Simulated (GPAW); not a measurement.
# Surface energy and work function of Ir(100) from slabs of 4 to 14 layers (LDA)

How do energy and work function of Ir(100) films settle with thickness, and what surface energy follows?

Set-up. GPAW 26.7.0, plane waves at 450 eV with PAW setups; symmetric 1×1 slabs cut at the tabulated lattice constant (two decimals; low-temperature values for the alkali metals), atoms at bulk places, 7.5 Å of vacuum on each side, one in-plane mesh for all thicknesses, Fermi-Dirac smearing of 0.1 eV. Energies are extrapolated to zero smearing and count from the program's reference atoms. Functional LDA. The cell's area is 7.373 Å².

The runs, one held back:

| layers | energy (eV) | work function (eV) |
| --- | --- | --- |
| 4 | −39.9942 | 5.89 |
| 5 | −50.8806 | 5.89 |
| 6 | −61.7762 | 5.89 |
| 7 | −72.6130 | 5.88 |
| 8 | −83.4699 | 5.89 |
| 9 | −94.3436 | 5.89 |
| 10 | −105.2086 | 5.89 |
| 11 | −116.0648 | 5.89 |
| 12 | −126.9235 | 5.89 |
| 14 | ? | ? |

**Question.** What surface energy do these runs give, and what energy and work function should the 14-layer slab have?

**Working.** A slab of n layers has E(n) = nε + 2Aγ once its middle is bulk-like. A line through n = 6 to 12 has the slope ε = −10.8602 eV a layer and the intercept 2Aγ = 3.3986 eV (r.m.s. residual 8.3 meV). So γ = 3.3986 / (2 × 7.373 Å²) = 0.2305 eV/Å² = 3.69 J/m², with a standard error of about 0.02 J/m² from the scatter about the line. For 14 layers: 3.3986 + 14 × (−10.8602) = −148.644 eV; the run gives −148.649 eV, 5.3 meV under the line. The work function has no such law: from 6 to 12 layers it moves between 5.88 and 5.89 eV (mean 5.89), and the 14-layer slab gives 5.89 eV. The thinnest slab, 4 layers, lies 0.00 eV from that mean. The measured value for this face is 5.96 eV (“Anisotropic work function of elemental crystals” (2019, arxiv:1902.07811)), for a face that reconstructs.

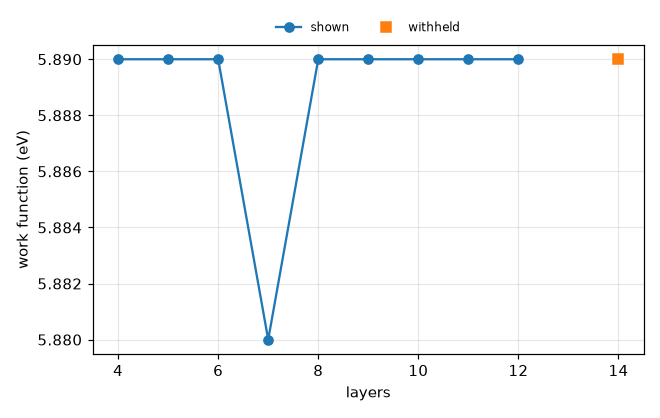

Work function against thickness.

Caveats: The surfaces are unrelaxed, so γ is an upper bound for this functional and lattice constant. The tabulated lattice constant isn't the functional's own, which strains the slab a little. Spin-orbit coupling is left out.
